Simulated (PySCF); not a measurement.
# FHN2, SMILES `F.N#N`: electronic structure

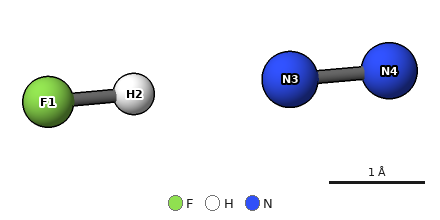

The molecule, with its atoms numbered as below. The pair's geometry is semi-empirical, so its contact may be too short or too long.

Coordinates in Å:

```
F1       1.9176    0.0005    0.0000
H2       0.9730    0.0001    0.0000
N3      -0.7542   -0.0024    0.0000
N4      -1.8502    0.0017    0.0000
```

## 1. Bonding charge

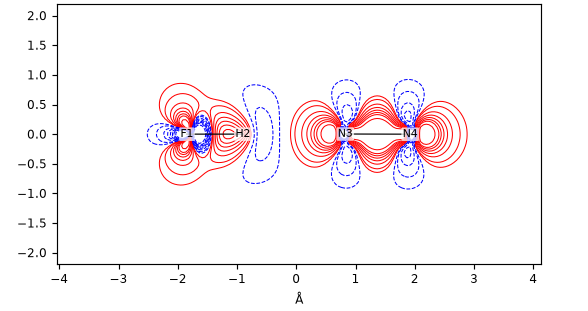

Deformation density (molecule less spherical, spin-averaged free atoms) in the molecular plane; contours at ±0.05 to ±0.8 e/Å³; solid red lines: gain, dashed blue lines: loss.

PySCF calculation, B3LYP/def2-TZVP, gas phase; geometry: GFN2-xTB.

Describe the bonding that the map shows.

Answer. N3–N4: +1.36 e/Å³ at the bond critical point (bond length 1.10 Å, Mayer order 2.8). F1–H2: +0.62 e/Å³ at the bond critical point (bond length 0.94 Å, Mayer order 0.8). H2–N3: −0.08 e/Å³ at the bond critical point (bond length 1.73 Å, Mayer order 0.1). In all, 0.9 electrons gather in the regions of gain relative to the promolecule. A small or negative value marks a very polar bond, one between electron-rich atoms, whose free-atom densities already overlap strongly, a long bond to a heavier atom, or a closed-shell contact such as a hydrogen bond.

Where do the Hirshfeld charges lie?

Answer. The highest Hirshfeld charge is on H2 (+0.13 e), the lowest on F1 (−0.26 e).

## 2. Bond critical points

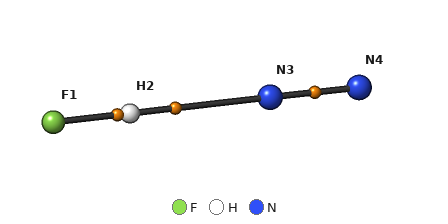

Molecular graph of the electron density (QTAIM): bond paths, bond critical points (orange), ring points (yellow, if any); weak paths are dashed.

How many critical points of each kind are there, and does the count close?

Answer. 4 nuclei, 3 bond, 0 ring and 0 cage critical points: 4 − 3 + 0 − 0 = 1, as the Poincaré–Hopf relation requires.

Tabulate density, Laplacian, ellipticity and energy density at the bond critical points (atomic units).

Answer.
```json
{"bond": "N3–N4", "length (Å)": "1.096", "ρ (a.u.)": "0.707", "∇²ρ (a.u.)": "−2.75", "ε": "0.00", "H (a.u.)": "−1.308"}
{"bond": "F1–H2", "length (Å)": "0.945", "ρ (a.u.)": "0.338", "∇²ρ (a.u.)": "−2.38", "ε": "0.00", "H (a.u.)": "−0.681"}
{"bond": "H2–N3", "length (Å)": "1.727", "ρ (a.u.)": "0.042", "∇²ρ (a.u.)": "+0.11", "ε": "0.00", "H (a.u.)": "−0.006"}
```

What kind of interaction is N3–N4?

Answer. Shared-shell (covalent): ρ = 0.707, ∇²ρ = −2.75, H = −1.308 a.u.

## 3. Local ionisation energy

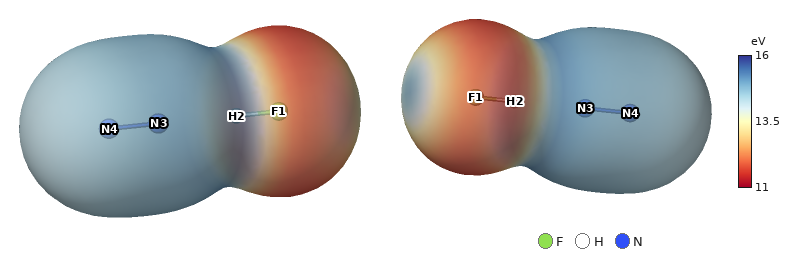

Average local ionisation energy on the surface of electron density 0.001 a.u. (back view left, front view right).

Where are the most loosely bound electrons on this surface?

Answer. The lowest value is 11.6 eV, 1.7 Å from F1, and at like points elsewhere. Further minima include 14.1 eV, 1.8 Å from N4. For comparison, the highest occupied orbital lies at −10.6 eV.

What volume does the surface enclose, and what is the dipole moment?

Answer. About 56 Å³; the dipole moment is 2.8 D.

## 4. Weak contacts

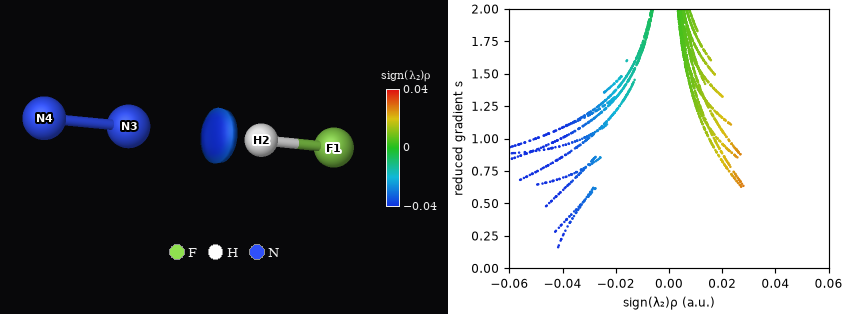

Non-covalent interaction surfaces between the fragments (reduced density gradient s = 0.5, coloured by sign(λ₂)ρ in a.u.; trimmed to the region between the fragments where ρ is under 0.06 a.u.). Fragment A: HF (atoms 1–2); fragment B: N2. The plot gives s against sign(λ₂)ρ for grid points between the fragments.

How strongly are they bound?

Answer. The counterpoise-corrected interaction energy of the frozen fragments is −0.6 kcal/mol without dispersion correction and −1.2 kcal/mol with D3(BJ). The pair geometry is semi-empirical, not a minimum at this level.

The PySCF runs shown took 7.1 s and 14 s on 1 thread of Arm Neoverse N1 (shared host).
